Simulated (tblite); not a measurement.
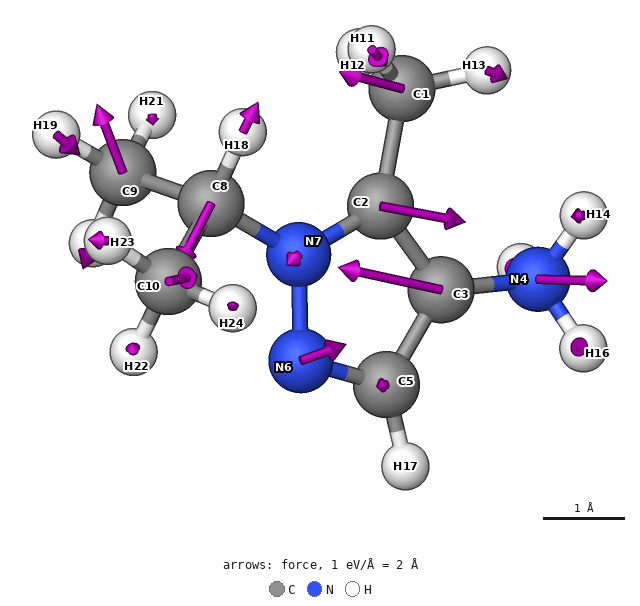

Starting geometry of C₇H₁₄N₃ (charge +1) with the computed forces as purple arrows. A ball-and-stick model, seen from a free direction.

Method: tblite 0.8.0, GFN2-xTB geometry optimisation, gas phase. 

> What follows when this structure is relaxed?

It isn't relaxed: the largest force vector, on a C atom, is 0.73 eV/Å. The final displacements have little in common with the starting forces (cosine between the two patterns 0.02). An H atom moves most after the best rigid fit: 0.77 Å. Largest moves by element: H 0.77 Å, N 0.25 Å, C 0.22 Å. Near-neighbour distances that change, for instance: C–N 1.456 → 1.466 Å, C–C 1.402 → 1.392 Å, C–C 1.533 → 1.524 Å, C–H 1.093 → 1.085 Å. Groups turn about C–C by about 35°. The energy falls by 0.79 kcal/mol in 121 geometry steps.
